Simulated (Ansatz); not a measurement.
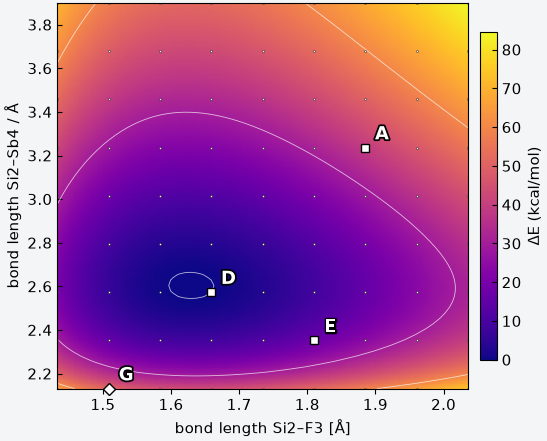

FH4OSSbSi, SMILES O[SiH](F)[SbH][SH]. First axis: bond length Si2–F3. Second axis: bond length Si2–Sb4. Nothing is relaxed (all other coordinates rigid). The grid has 9 × 9 points. Points are written as (first, second). Energies: kcal/mol, counted from the lowest grid point. The reference is spin-restricted, which grows unreliable where a bond is stretched far. Theory: Ansatz, RKS PBE0-D4/def2-SVP.

In the figure: a smooth colour map with a few white contour lines, dots at the grid points, lettered points. Between grid points the surface is interpolated.

Is G the lowest point of the computed grid?

No. G lies 51 kcal/mol above the lowest grid point, which is at (1.659 Å, 2.573 Å).

What kind of point is each of A, D: minimum, saddle, maximum or slope?

A: on a slope; D: minimum. (In these two coordinates alone; a stationary point may lie a little off the grid point.)
